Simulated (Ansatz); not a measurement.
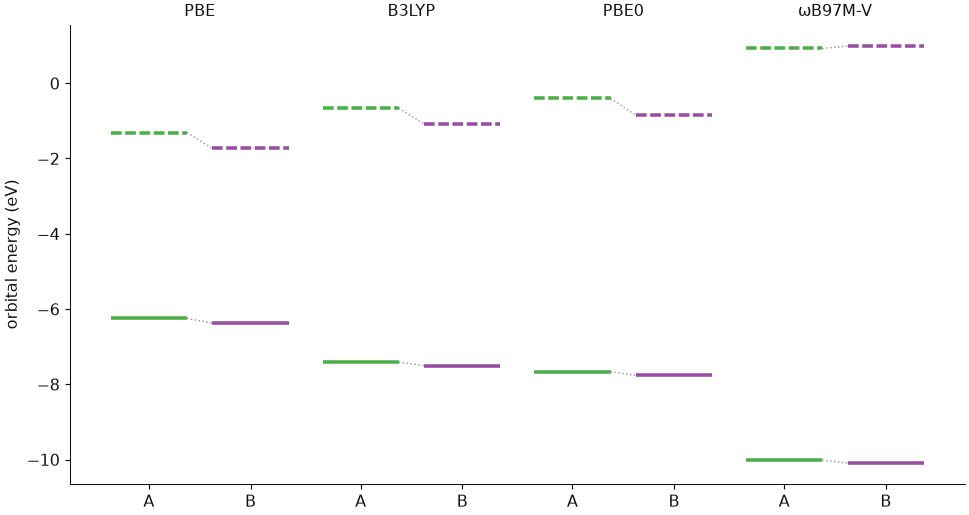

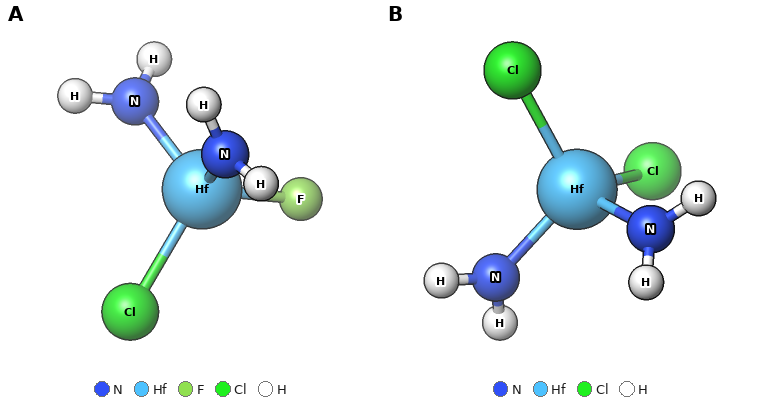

One change: A, HfN₂H₄ClF (SMILES [NH2][Hf]([NH2])([F])[Cl]), becomes B, HfN₂H₄Cl₂ (SMILES [NH2][Hf]([NH2])([Cl])[Cl]). F on Hf is replaced by Cl. HOMO (solid) and LUMO (dashed) computed in def2-TZVPP at PBE0-D4/def2-TZVP geometries, both minima by their frequencies, gas phase, the Ansatz code. Empty levels above zero depend strongly on the basis.

**What does the change do to HOMO and LUMO?**

PBE: the HOMO falls by 0.13 eV, the LUMO falls by 0.42 eV, and the separation goes from 4.94 to 4.64 eV. B3LYP: the HOMO falls by 0.09 eV, the LUMO falls by 0.42 eV, and the separation goes from 6.75 to 6.42 eV. PBE0: the HOMO falls by 0.10 eV, the LUMO falls by 0.45 eV, and the separation goes from 7.26 to 6.91 eV. ωB97M-V: the HOMO falls by 0.07 eV, the LUMO rises by 0.07 eV, and the separation goes from 10.94 to 11.08 eV.

**Do the functionals agree on the effect?**

Not on every direction; the HOMO shift lies between −0.13 and −0.07 eV and the LUMO shift between −0.45 and 0.07 eV, while the separations themselves differ by up to 6.4 eV between functionals.

Known limits of this run: core potentials past krypton; spin-orbit coupling is left out, and with Hf it can shift these values.
